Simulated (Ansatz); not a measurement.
CH7B2BrSi

Input file:

```
crystal:
  periodic: [false, false, false]
  atoms:
    - { symbol: C, position_ang: [-1.1748, -0.1443, 1.2791] }
    - { symbol: B, position_ang: [0.3597, -0.0384, 1.3244] }
    - { symbol: B, position_ang: [1.2543, -0.0027, -0.071] }
    - { symbol: Si, position_ang: [3.14231, 0.07594, -0.16741] }
    - { symbol: Br, position_ang: [4.03305, -1.79099, 0.7981] }
    - { symbol: H, position_ang: [-1.5416, -0.9882, 0.7075] }
    - { symbol: H, position_ang: [-1.5895, 0.8083, 0.7651] }
    - { symbol: H, position_ang: [-1.5919, -0.1281, 2.2916] }
    - { symbol: H, position_ang: [0.9102, -0.0174, 2.4167] }
    - { symbol: H, position_ang: [0.62895, 0.01461, -1.11735] }
    - { symbol: H, position_ang: [3.59344, 1.24902, 0.70139] }
    - { symbol: H, position_ang: [3.62385, 0.20552, -1.49366] }
basis:
  gaussian: { orbitals: def2-SVP }
hamiltonian:
  xc: lda
relax:
  f_tol: 0.015
  max_steps: 40
output:
  orbitals: {}
```

Run with:

```sh
ansatz run input.yaml --threads 2 --pin off --max-ram 3072MiB --backend cpu --events-out ev --progress --plain --runs-dir out
```

The fields are those of the run's last geometry, not of the input's.

Method: RKS LDA/def2-SVP (Ansatz).

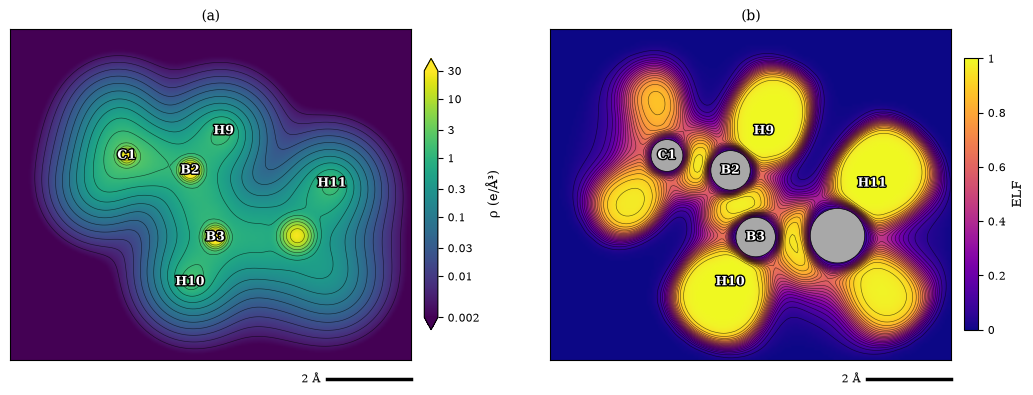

Figure 1. (a) electron density; (b) ELF on the plane of atoms B2, B3 and H10. Grey discs cover the atomic cores in the ELF map.

What does the map show?

The plane passes through C, B and H nuclei.
C–B (1.55 Å): ρ is about 1.4 e/Å³ halfway; the ELF peaks at about 0.95 between the atoms: a shared electron pair.
B–B (1.69 Å): the density is about 1 e/Å³ at the midpoint; the ELF peaks at about 1 between the atoms, as expected for a shared electron pair.
B–H (1.22 Å): ρ at the midpoint is about 1.1 e/Å³; the ELF climbs to about 1 towards the hydrogen, as it does in any bond to H (a covalent bond by its length).

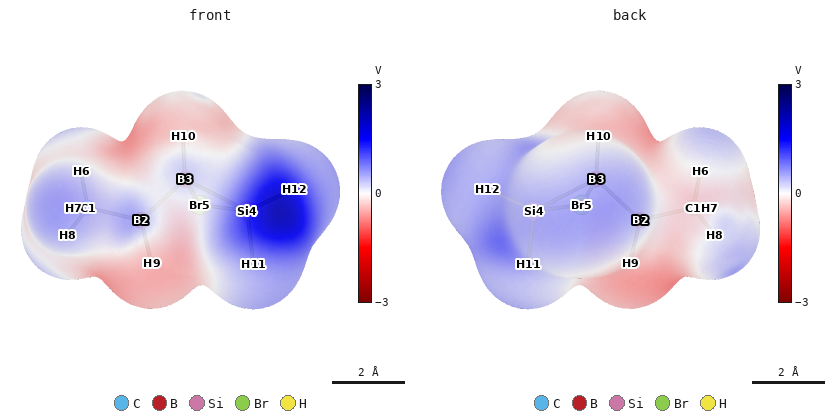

Figure 2. The molecular electrostatic potential painted on the density surface at 0.002 e/bohr³, seen from the front and from behind; red is negative and blue positive.

Where is the surface potential most negative and most positive?

The most negative region (about −0.6 V) lies over H9, the most positive (about +2.0 V) over Si4.

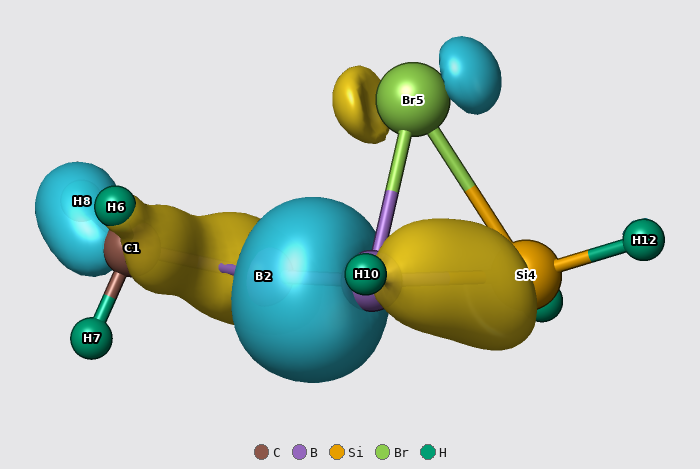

Figure 3. One frontier orbital at ±0.15 Å⁻³ᐟ² (yellow and cyan are the two phases), seen from one side.

Which orbital is it: HOMO or LUMO?

The HOMO, at −6.21 eV. It lies mainly on B3 (about 30 %), B2 (about 25 %), Si4 (about 10 %), Br5 (about 10 %) and C1 (about 10 %).
